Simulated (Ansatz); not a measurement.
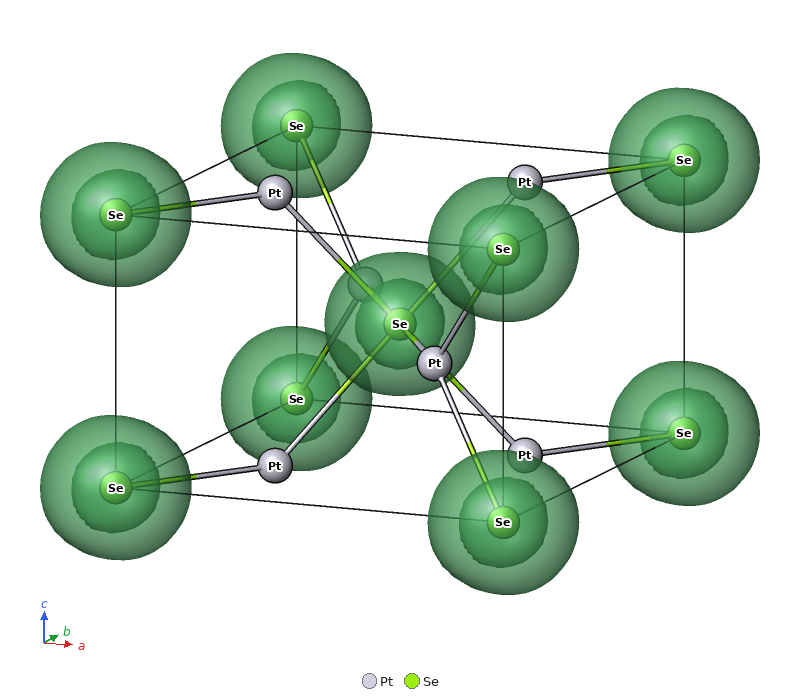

Pt2Se. Isosurface of the electron localisation function at 0.65 (green), seen slightly off an axis. Core shells are left out. Sticks mark near contacts.

Space group Pnnm; built by placing these elements on a known structure type; not relaxed (largest force 0.6 eV/Å); computed pressure about 2 GPa in this cell.

The calculation used DFT, PAW plane waves, PBE (Ansatz).

```yaml
crystal:
  lattice:
    - [5.48239, 0.00000, 0.00000]
    - [0.00000, 5.99104, 0.00000]
    - [0.00000, 0.00000, 3.63358]
  atoms:
    - { symbol: Pt, position: [0.25000, 0.34489, 0.00000] }
    - { symbol: Pt, position: [0.75000, 0.65511, 0.00000] }
    - { symbol: Pt, position: [0.75000, 0.15511, 0.50000] }
    - { symbol: Pt, position: [0.25000, 0.84489, 0.50000] }
    - { symbol: Se, position: [0.00000, 0.00000, 0.00000] }
    - { symbol: Se, position: [0.50000, 0.50000, 0.50000] }
```

Identify the bonds, lone pairs and shells in this picture.

The surface consists of two regions wrapped around Se (the valence shell of each), counted in one cell of 6 atoms. Regions shared between cells count once. Profiles from the grid: Pt–Se (2.46 Å): the ELF is about 0.40 at the midpoint.

Which way does charge flow, and how much by Bader's partition?

Electrons move from Se towards Pt. Bader charges: Pt −0.07 and Se +0.14 e.
